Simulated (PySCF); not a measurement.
C$_{7}$H$_{8}$OS

Input

```
{"job": {"kind": "nmr", "xc": "PBE0", "basis": "pcSseg-1"}, "charge": 0, "multiplicity": 1}
C      3.400848    -0.448987    -1.214065
C      2.450735    -0.222291    -0.523354
C      1.283991     0.065744     0.284676
C      0.383153     1.082984    -0.398781
S     -0.796935     1.854523     0.810996
O     -0.042788     1.998829     2.057120
C     -1.858534     0.324068     1.094914
C     -2.378715    -0.194412    -0.132611
C     -2.770619    -0.604832    -1.188026
H      4.242096    -0.655212    -1.805365
H      0.744639    -0.868282     0.466293
H      1.603666     0.481996     1.247511
H     -0.211692     0.656426    -1.203027
H      0.974417     1.913367    -0.785625
H     -2.659344     0.658185     1.755996
H     -1.237247    -0.400466     1.620335
H     -3.134668    -0.980149    -2.096898
```

Run with:

```sh
OMP_NUM_THREADS=1 python probes_run.py task.json out
```

Geometry: GFN2-xTB.

Level of theory: PBE0/pcSseg-1, SCF density, gas phase, non-relativistic (PySCF 2.14.0).

> What can the converged electron density and electron localisation function tell about the bonding?

C–C (1.20 Å): ρ is about 2.7 e/Å³ halfway; the ELF peaks at about 0.85 between the atoms: a short, multiple covalent bond.
C–H (1.05 Å): ρ is about 2.1 e/Å³ halfway; the ELF climbs to about 1 towards the hydrogen, as it does in any bond to H (an ordinary covalent bond to hydrogen).

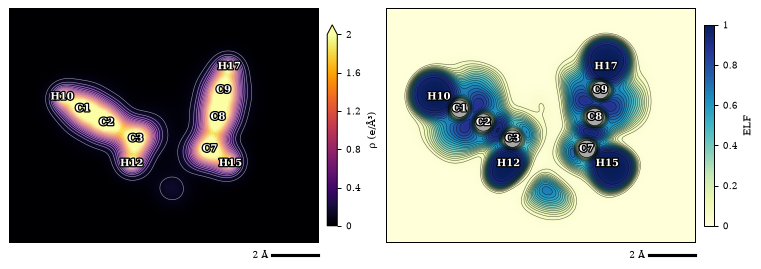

Computed electron density and electron localisation function on the plane of atoms C2, C3 and H12, in this order. Grey discs cover the atomic cores in the ELF map. 
